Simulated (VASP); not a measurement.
Band structure of CaCl₂ (sg58). Computed with PBEsol GGA, VASP's PBE PAW potentials (set 64) (plane waves; VASP).

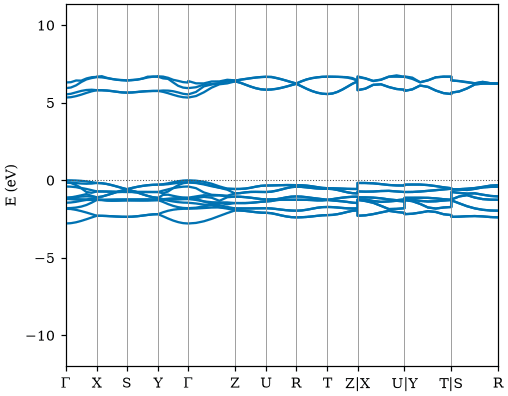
Figure: Bands along high-symmetry lines, zero at the valence-band maximum or, without a gap, the Fermi level

Q: Read the plot: is there a gap, and where are the band edges?

A: The gap is direct, 5.34 eV, from the valence maximum at Γ to the conduction minimum at Γ. (Edges off the drawn lines would not show.)

Measured: gap 6.90 eV (computed value off by -1.56 eV), as given by Andrés Aguado et al., Journal of the Physical Society of Japan (1999), arXiv:cond-mat/9901145.

The compound is CaCl2 in the sg58 structure. It was relaxed first.
